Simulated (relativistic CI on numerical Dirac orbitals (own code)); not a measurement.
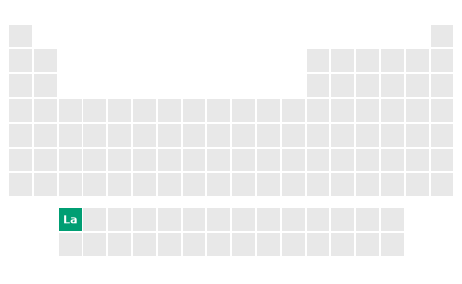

Figure 1. The place of lanthanum in the periodic table.

La: relativistic CI calculation

- system: La.
- method: Dirac-Coulomb-Breit CI, KLI orbitals optimised for each configuration, model QED (radiative potential, 1s self-energy scaled to tabulated hydrogen-like ionisation energies), numerical settings as typed (relativistic CI on numerical Dirac orbitals, in-house)

### Input
```
atom La  Z=57  charge=0  electrons=57
nucleus A=139  rms_radius_fm=4.8550
hamiltonian dirac-coulomb  breit=on  qed=on  c_scale=1
orbitals kli  potential=per-configuration
slater_scale 1
correlation none
mixing on
grid step=0.0125 r_max=259.4
scf mixing=0.4 start=green max_iterations=6 tolerance=2e-08 node_fill=0.05
configurations
  [Xe] 5d 6s2
  [Xe] 5d2 6s
  [Xe] 5d3
end
```

Hardware: 1 CPU thread, shared host.

Launched within a batch (the task file carries these settings):
```bash
python <driver script> task.json out
```

The program writes its results to a structured record and prints no log; tables and figures of this report are taken from that record.

### What the run reported

```
quantity          value
 outcome  not converged
```

### What went wrong

The input is odd on purpose: iterations. The run did not meet its convergence test, so its last values are not results. Limits: SCF of 1s2 2s2 2p6 3s2 3p6 3d10 4s2 4p6 4d10 5s2 5p6 5d 6s2 did not converge.
